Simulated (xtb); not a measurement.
## Geometry relaxation, with input and output: CH₅ClSSn (part 1 of 3)

CH₅ClSSn, SMILES C[S][SnH2][Cl], computed with GFN2-xTB, ALPB solvent dmso (xtb 6.7.1).

The starting geometry was optimised with GFN2-xTB.

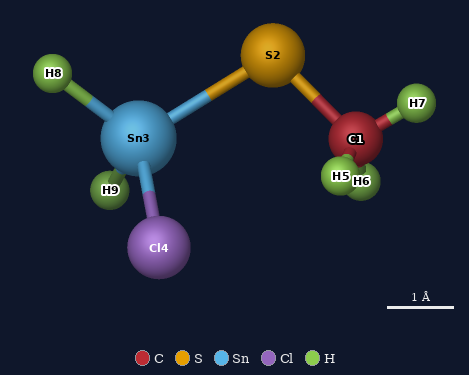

The input geometry (ball-and-stick view, seen at a tilt; atoms are numbered from 1 in the order of the input). Sticks mark near contacts.

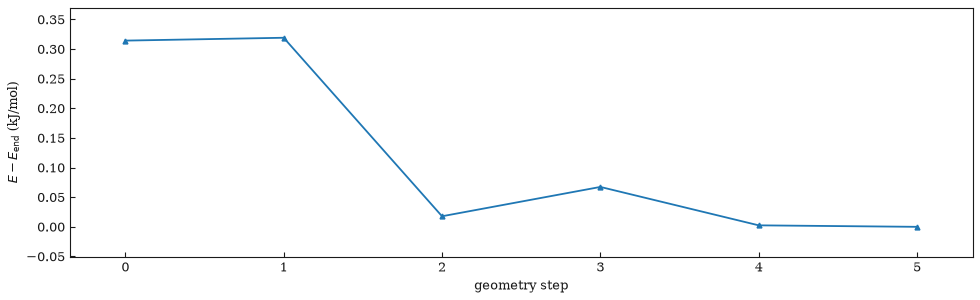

Progress of the relaxation, step by step (steps are counted from 0).

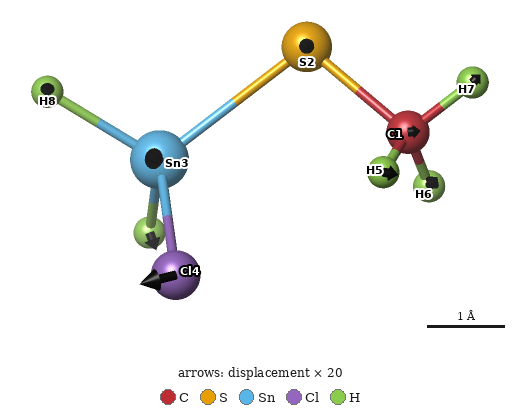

The starting structure with the displacements as black arrows, magnified 20 times (ball-and-stick view, seen at a tilt). The two geometries are laid on each other by the best rigid fit. The energy falls by 0.31 kJ/mol in 5 geometry steps. Cl4 moves most after the best rigid fit: 0.026 Å. By element the largest moves are Cl 0.026 Å, Sn 0.019 Å, H 0.012 Å, S 0.010 Å, C 0.008 Å. Among the contacts that change: Sn3–Cl4 2.310 → 2.332 Å, S2–Sn3 2.415 → 2.423 Å, Sn3–H9 1.727 → 1.719 Å, Sn3–H8 1.714 → 1.710 Å. (Atoms are counted from 1 in the order of the input.)

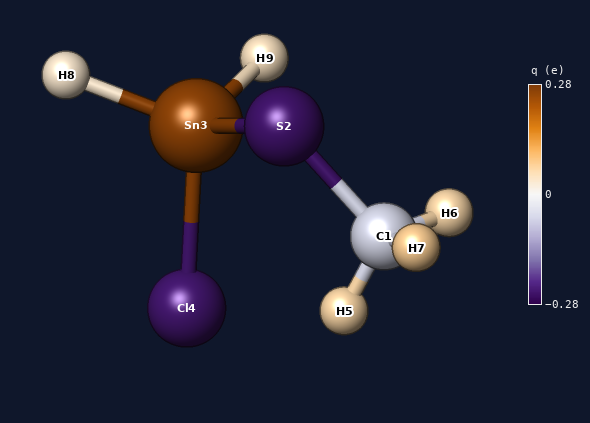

Mulliken charges, as the colour of each atom (ball-and-stick view, seen at a tilt; atoms are numbered from 1 in the order of the input). By element: C −0.06, S −0.25, Sn +0.26, Cl −0.24 and H +0.03 to +0.08 e.

These pictures come from the run below.

## The input (coord)
```
$coord
     -0.153974884635      2.611658196017     -1.845260868913  c
      2.474256209495      1.175919875571     -0.159152734216  s
      0.500550655891     -2.346491826209      1.966014368277  sn
     -2.614114839979     -3.817586922446     -0.716130612188  cl
     -1.130358578706      1.202413835838     -2.969458940453  h
     -1.434434409420      3.515003975371     -0.524606869457  h
      0.691658658874      4.020543508231     -3.071485253922  h
      2.648073218438     -4.705266872228      2.530664534315  h
     -0.981693824482     -1.656174872883      4.789435273819  h
$end
```

## File xtb.inp
```
$gbsa
   gbsagrid=extreme
$end
```

Launched with:
```bash
xtb coord -o --gfn2 -I xtb.inp --alpb dmso > run.log 2> xtb.err
```

## What the program printed
```
* xtb version 6.7.1
   ID    Z sym.   atoms
    1    6 c      1
    2   16 s      2
    3   50 sn     3
    4   17 cl     4
    5    1 h      5-9

           -------------------------------------------------
          |                Calculation Setup                |
           -------------------------------------------------

          program call               : xtb coord -o --gfn2 -I xtb.inp --alpb dmso
          coordinate file            : coord
          omp threads                :                     1

           -------------------------------------------------
          |                 G F N 2 - x T B                 |
           -------------------------------------------------

      * Hamiltonian:
        H0-scaling (s, p, d)           1.850000    2.230000    2.230000
        zeta-weighting                 0.500000
      * Dispersion:
        s8                             2.700000
        a1                             0.520000
        a2                             5.000000
        s9                             5.000000
      * Repulsion:
        kExp                           1.500000    1.000000
        rExp                           1.000000
      * Coulomb:
        alpha                          2.000000
        third order                    shell-resolved
        anisotropic                    true
        a3                             3.000000
        a5                             4.000000
        cn-shift                       1.200000
        cn-exp                         4.000000
        max-rad                        5.000000

      * Solvation model:               ALPB
        Solvent                        dmso
        Parameter file                 internal GFN2-xTB/ALPB
        Dielectric constant                4.6680E+01
        Reference state                gsolv [1 M gas/solution]
        Free energy shift                  7.1947E-03 Eh       4.5147E+00 kcal/mol
        Temperature                        2.9815E+02 K
        Density                            1.1000E+00 kg/L
        Solvent mass                       7.8130E+01 g/mol
        Interaction kernel             P16
        Born radius scaling (c1)           1.7927E+00
        Born radii integrator          GBOBC
        Born offset                        0.0000E+00 a0       0.0000E+00 AA
        H-bond correction              true
        Ion screening                  false
        Surface tension                    1.0000E-05 Eh       1.5569E+01 dyn/cm
        Grid points                              5810 per atom

          ...................................................
          :                      SETUP                      :
          :.................................................:
          :  # basis functions                  39          :
          :  # atomic orbitals                  36          :
          :  # shells                           16          :
          :  # electrons                        26          :
          :  max. iterations                   250          :
          :  Hamiltonian                  GFN2-xTB          :
          :  restarted?                      false          :
          :  GBSA solvation                   true          :
          :  PC potential                    false          :
          :  electronic temp.          300.0000000     K    :
          :  accuracy                    1.0000000          :
          :  -> integral cutoff          0.2500000E+02      :
          :  -> integral neglect         0.1000000E-07      :
          :  -> SCF convergence          0.1000000E-05 Eh   :
          :  -> wf. convergence          0.1000000E-03 e    :
          :  Broyden damping             0.4000000          :
          :  net charge                          0          :
          :  unpaired electrons                  0          :
          ...................................................

 iter      E             dE          RMSdq      gap      omega  full diag
   1    -14.4803919 -0.144804E+02  0.647E+00    2.79       0.0  T
   2    -14.4336252  0.467667E-01  0.125E+01    3.48       1.0  T
   3    -14.6219379 -0.188313E+00  0.861E+00    3.16       1.0  T
   4    -14.7052254 -0.832875E-01  0.112E+00    2.70       1.0  T
   5    -14.7051593  0.660554E-04  0.791E-01    2.69       1.0  T
   6    -14.7055212 -0.361859E-03  0.171E-01    2.75       1.0  T
   7    -14.7055257 -0.449340E-05  0.128E-01    2.75       1.0  T
   8    -14.7055425 -0.168388E-04  0.423E-02    2.75       1.0  T
   9    -14.7055438 -0.134297E-05  0.270E-02    2.75       1.2  T
  10    -14.7055453 -0.147839E-05  0.150E-02    2.75       2.2  T
  11    -14.7055458 -0.486780E-06  0.849E-03    2.75       3.9  T
  12    -14.7055459 -0.108618E-06  0.196E-03    2.75      17.0  T
  13    -14.7055459 -0.649265E-08  0.126E-03    2.75      26.5  T
  14    -14.7055459 -0.215073E-08  0.506E-04    2.75      65.8  T
  15    -14.7055459 -0.551143E-09  0.191E-04    2.75     174.1  T

   *** convergence criteria satisfied after 15 iterations ***

         #    Occupation            Energy/Eh            Energy/eV
      -------------------------------------------------------------
         1        2.0000           -1.0610217             -28.8719
       ...           ...                  ...                  ...
         7        2.0000           -0.4851286             -13.2010
         8        2.0000           -0.4650297             -12.6541
         9        2.0000           -0.4637971             -12.6206
        10        2.0000           -0.4483459             -12.2001
        11        2.0000           -0.4381033             -11.9214
        12        2.0000           -0.4255786             -11.5806
        13        2.0000           -0.3828593             -10.4181 (HOMO)
        14                         -0.2818822              -7.6704 (LUMO)
        15                         -0.2048551              -5.5744
        16                         -0.1577286              -4.2920
        17                         -0.1503132              -4.0902
        18                         -0.1310702              -3.5666
       ...                                ...                  ...
        36                          0.6416761              17.4609
      -------------------------------------------------------------
                  HL-Gap            0.1009771 Eh            2.7477 eV
             Fermi-level           -0.3323708 Eh           -9.0443 eV

 SCC (total)                   0 d,  0 h,  0 min,  0.024 sec
 SCC setup                      ...        0 min,  0.002 sec (  9.390%)
 Dispersion                     ...        0 min,  0.000 sec (  0.281%)
 classical contributions        ...        0 min,  0.000 sec (  0.065%)
 integral evaluation            ...        0 min,  0.002 sec (  9.721%)
 iterations                     ...        0 min,  0.010 sec ( 40.795%)
 molecular gradient             ...        0 min,  0.009 sec ( 38.850%)
 printout                       ...        0 min,  0.000 sec (  0.801%)

         :::::::::::::::::::::::::::::::::::::::::::::::::::::
         ::                     SUMMARY                     ::
         :::::::::::::::::::::::::::::::::::::::::::::::::::::
         :: total energy             -14.636309432030 Eh    ::
         :: total w/o Gsasa/hb       -14.628179199556 Eh    ::
         :: gradient norm              0.006419122351 Eh/a0 ::
         :: HOMO-LUMO gap              2.747725577635 eV    ::
         ::.................................................::
         :: SCC energy               -14.705537753728 Eh    ::
         :: -> isotropic ES            0.007142949963 Eh    ::
         :: -> anisotropic ES          0.000344784395 Eh    ::
         :: -> anisotropic XC          0.006543123235 Eh    ::
         :: -> dispersion             -0.006613572700 Eh    ::
         :: -> Gsolv                  -0.010026956224 Eh    ::
         ::    -> Gelec               -0.001896723750 Eh    ::
         ::    -> Gsasa               -0.014797532995 Eh    ::
         ::    -> Ghb                 -0.000527393528 Eh    ::
         ::    -> Gshift               0.007194694049 Eh    ::
         :: repulsion energy           0.069228321698 Eh    ::
         :: add. restraining           0.000000000000 Eh    ::
         :: total charge              -0.000000000000 e     ::
         :::::::::::::::::::::::::::::::::::::::::::::::::::::

      -----------------------------------------------------------
     |                   =====================                   |
     |                        A N C O P T                        |
     |                   =====================                   |
     |               Approximate Normal Coordinate               |
     |                Rational Function Optimizer                |
      -----------------------------------------------------------
      -----------------------------------------------------------
     |                   =====================                   |
     |                        A N C O P T                        |
     |                   =====================                   |
     |               Approximate Normal Coordinate               |
     |                Rational Function Optimizer                |
      -----------------------------------------------------------

          ...................................................
          :                      SETUP                      :
          :.................................................:
          :   optimization level            normal          :
          :   max. optcycles                   200          :
          :   ANC micro-cycles                  20          :
          :   degrees of freedom                21          :
          :.................................................:
          :   RF solver                   davidson          :
          :   write xtbopt.log                true          :
          :   linear?                        false          :
          :   energy convergence         0.5000000E-05 Eh   :
          :   grad. convergence          0.1000000E-02 Eh/α :
          :   maxmium RF displ.          1.0000000          :
          :   Hlow (freq-cutoff)         0.1000000E-01      :
          :   Hmax (freq-cutoff)         5.0000000          :
          :   S6 in model hess.         20.0000000          :
          ...................................................

generating ANC from exact Hessian ...
Using Lindh-Hessian (1995)
 Shifting diagonal of input Hessian by    9.6855243134052124E-003
 Lowest  eigenvalues of input Hessian
    0.000000    0.000000    0.000000    0.000000    0.000000    0.000000
    0.010000    0.010475    0.010746    0.010912    0.011153    0.011329
    0.011725    0.012459    0.042534    0.072900    0.081893    0.110445
 Highest eigenvalues
    0.161512    0.189884    0.419414    1.015376    1.118439    1.127163

........................................................................
.............................. CYCLE    1 ..............................
........................................................................

 iter      E             dE          RMSdq      gap      omega  full diag
   1    -14.7055459 -0.147055E+02  0.115E-04    2.75       0.0  T
   2    -14.7055459 -0.437161E-11  0.868E-05    2.75     384.0  T
   3    -14.7055459 -0.184031E-11  0.438E-05    2.75     760.6  T
     SCC iter.                  ...        0 min,  0.002 sec
     gradient                   ...        0 min,  0.002 sec
 * total energy  :   -14.6363094 Eh     change       -0.1017835E-09 Eh
   gradient norm :     0.0064197 Eh/α   predicted     0.0000000E+00 (-100.00%)
   displ. norm   :     0.1204325 α      lambda       -0.4465457E-03
   maximum displ.:     0.0848459 α      in ANC's #8, #5, #9, ...

........................................................................
.............................. CYCLE    2 ..............................
........................................................................

 iter      E             dE          RMSdq      gap      omega  full diag
   1    -14.7049428 -0.147049E+02  0.737E-01    2.69       0.0  T
   2    -14.7049585 -0.156960E-04  0.406E-01    2.68       1.0  T
   3    -14.7046051  0.353402E-03  0.426E-01    2.70       1.0  T
   4    -14.7050267 -0.421604E-03  0.106E-01    2.69       1.0  T
   5    -14.7050377 -0.110308E-04  0.405E-02    2.69       1.0  T
   6    -14.7050389 -0.116735E-05  0.293E-02    2.69       1.1  T
   7    -14.7050403 -0.137352E-05  0.113E-02    2.69       2.9  T
   8    -14.7050406 -0.292866E-06  0.469E-03    2.69       7.1  T
   9    -14.7050406 -0.468966E-07  0.265E-03    2.69      12.6  T
  10    -14.7050406 -0.172542E-08  0.262E-03    2.69      12.7  T
  11    -14.7050406 -0.666233E-08  0.118E-03    2.69      28.3  T
  12    -14.7050406 -0.138986E-08  0.159E-04    2.69     209.6  T
  13    -14.7050406 -0.192433E-10  0.982E-05    2.69     339.3  T
     SCC iter.                  ...        0 min,  0.007 sec
     gradient                   ...        0 min,  0.004 sec
 * total energy  :   -14.6363076 Eh     change        0.1853583E-05 Eh
   gradient norm :     0.0052668 Eh/α   predicted    -0.2265104E-03 (*******%)
   displ. norm   :     0.0771810 α      lambda       -0.2409186E-03
   maximum displ.:     0.0639225 α      in ANC's #8, #9, #6, ...

........................................................................
.............................. CYCLE    3 ..............................
........................................................................

 iter      E             dE          RMSdq      gap      omega  full diag
   1    -14.7054004 -0.147054E+02  0.353E-01    2.71       0.0  T
   2    -14.7054049 -0.441817E-05  0.174E-01    2.73       1.0  T
   3    -14.7053235  0.814024E-04  0.238E-01    2.72       1.0  T
   4    -14.7054234 -0.999537E-04  0.753E-02    2.73       1.0  T
   5    -14.7054273 -0.385054E-05  0.413E-02    2.73       1.0  T
   6    -14.7054292 -0.199065E-05  0.167E-02    2.73       2.0  T
   7    -14.7054295 -0.294265E-06  0.982E-03    2.73       3.4  T
   8    -14.7054297 -0.162117E-06  0.209E-03    2.73      15.9  T
   9    -14.7054297 -0.763042E-08  0.120E-03    2.72      27.7  T
  10    -14.7054297 -0.178896E-08  0.773E-04    2.72      43.1  T
  11    -14.7054297 -0.588502E-09  0.408E-04    2.72      81.7  T
     SCC iter.                  ...        0 min,  0.006 sec
     gradient                   ...        0 min,  0.003 sec
 * total energy  :   -14.6364224 Eh     change       -0.1147748E-03 Eh
   gradient norm :     0.0014571 Eh/α   predicted    -0.1211751E-03 (   5.58%)
   displ. norm   :     0.0498309 α      lambda       -0.2737259E-04
   maximum displ.:     0.0278049 α      in ANC's #8, #5, #2, ...

........................................................................
.............................. CYCLE    4 ..............................
........................................................................
```
